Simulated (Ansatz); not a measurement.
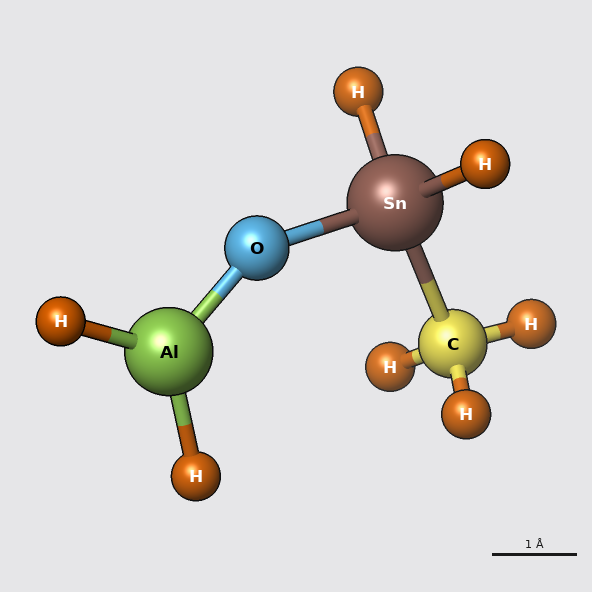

The picture shows a molecular structure as a ball-and-stick model. Every bond is drawn as one stick, whatever its order.

**What is the molecular formula?**

CH7AlOSn, 11 atoms: 1 carbon, 7 hydrogen, 1 aluminium, 1 oxygen and 1 tin.

**What is its SMILES?**

[CH3][SnH2][O][AlH2]

The parts below concern this one geometry. Atoms keep their numbers from picture to picture. Computed geometry: PBE0-D4/def2-TZVP optimisation.

Geometry

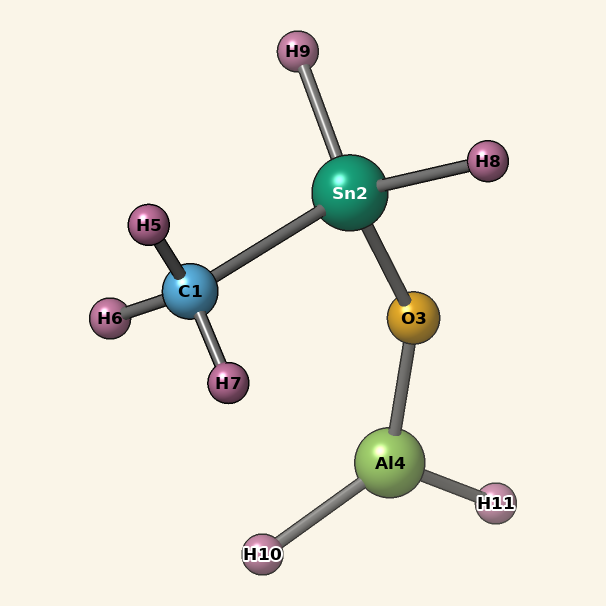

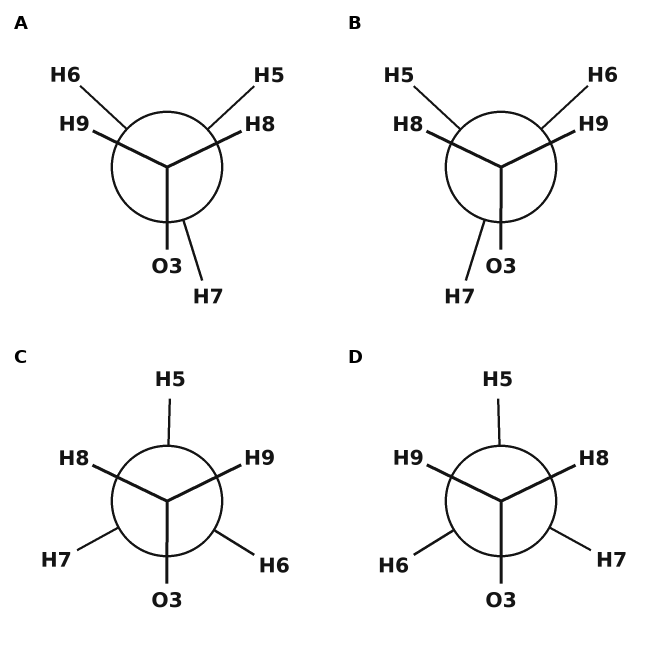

Distant atoms are faded towards the background colour. Bonds that would overlap in a projection are set slightly apart.

**Which Newman projection shows the view along Sn2–C1, with Sn2 in front?**

C. The torsion angle O3–Sn2–C1–H5 is −178°, antiperiplanar (anti).

Levels of theory compared

Program: Ansatz 0.2.0.

Tabulate HOMO–LUMO gap (eV) at these levels: BHLYP-D4/def2-TZVPP; BLYP-D4/def2-TZVPP; HSE06 (plane-wave form)-D4/def2-TZVPP; SPW92 (LDA)/def2-TZVPP; r2SCAN-D4/def2-TZVPP; ωB97M-V/def2-QZVPP; ωB97X-V/def2-TZVPP.

| level | HOMO–LUMO gap (eV) |
| --- | --- |
| BHLYP-D4/def2-TZVPP | 8.95 |
| BLYP-D4/def2-TZVPP | 4.87 |
| HSE06 (plane-wave form)-D4/def2-TZVPP | 6.19 |
| SPW92 (LDA)/def2-TZVPP | 4.72 |
| r2SCAN-D4/def2-TZVPP | 5.54 |
| ωB97M-V/def2-QZVPP | 10.43 |
| ωB97X-V/def2-TZVPP | 11.21 |

Vibrations

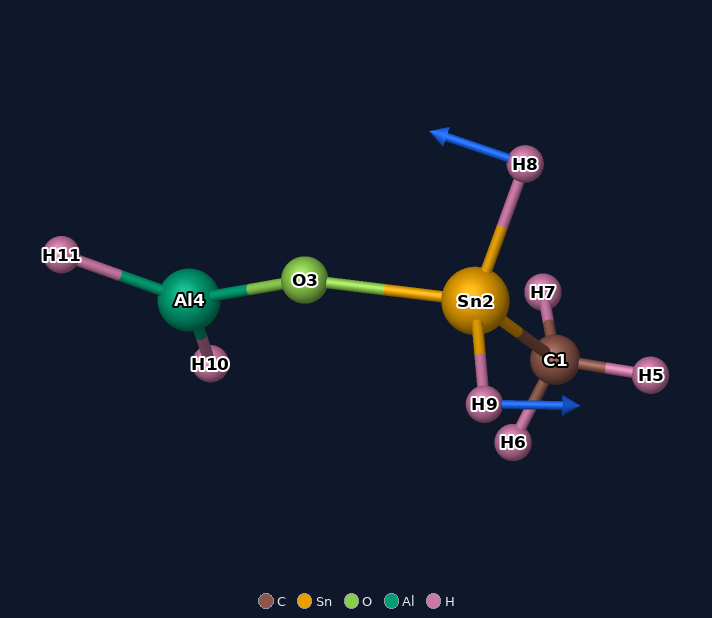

The arrows show one normal mode. Harmonic vibrations computed with RKS PBE0-D4/def2-TZVP, core potentials on Sn (Ansatz 0.2.0) at a stationary point of the same level.

**What kind of motion is it?**

Mostly H–Sn–O bending.

**At what wavenumber does it lie?**

532 cm⁻¹; it is mode 8 of 27 counted from the lowest.

Dipole moment

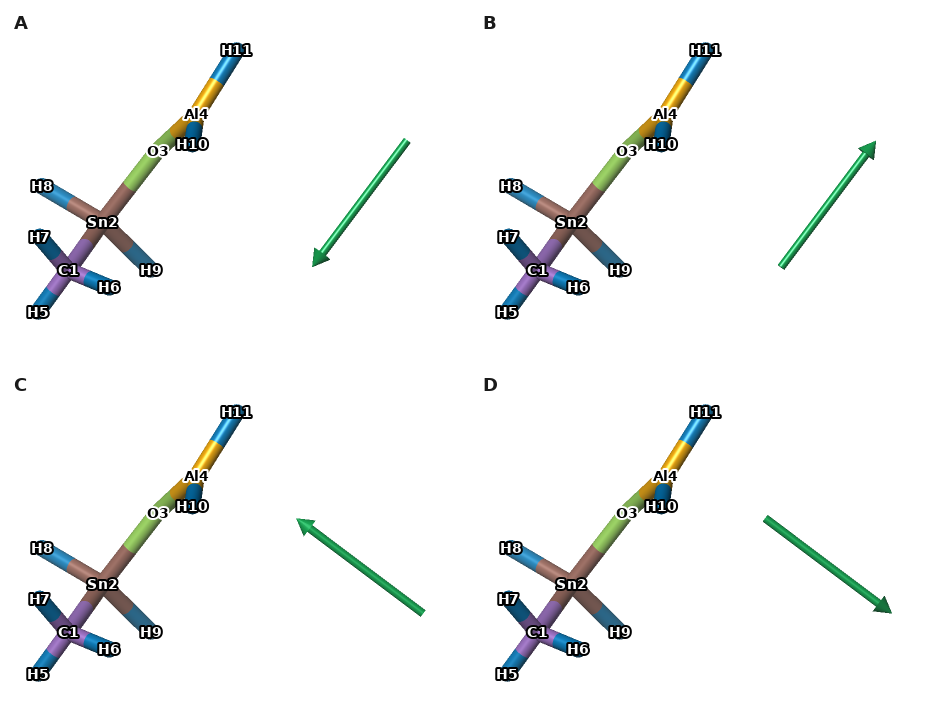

The same molecule four times, each with an arrow. Method: RKS ωB97M-V/def2-TZVPP, core potentials on Sn (Ansatz 0.2.0).

**Which arrow points along the dipole moment, from the negative to the positive end?**

A. The dipole moment is 2.02 D; it points from the side of H11 to the side of H5 (the outermost atoms at the two ends).
